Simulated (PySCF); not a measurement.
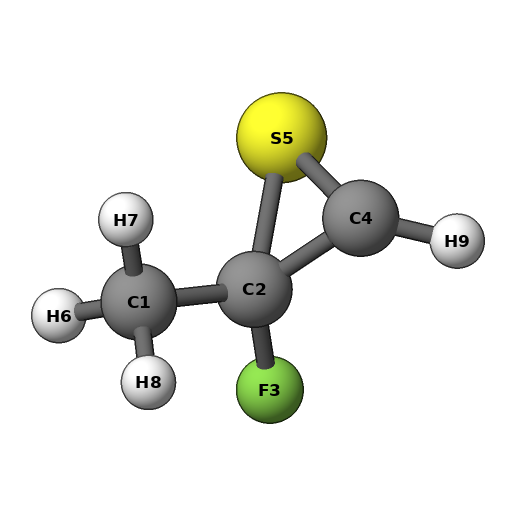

The questions are on Mulliken spin populations. State: neutral, doublet. The computed structure is the end point of a GFN2-xTB optimisation. No frequency run is at hand to confirm it as a minimum. Method: UKS B3LYP, pcH-1 on C F H S, non-relativistic (PySCF 2.14.0).

Give the Mulliken spin populations atom by atom.

```
atom  value (e)
  C1       0.01
  C2      −0.05
  F3       0.01
  C4       0.72
  S5       0.32
  H6       0.00
  H7       0.00
  H8       0.00
  H9      −0.01
```

Mulliken values depend strongly on the basis set.
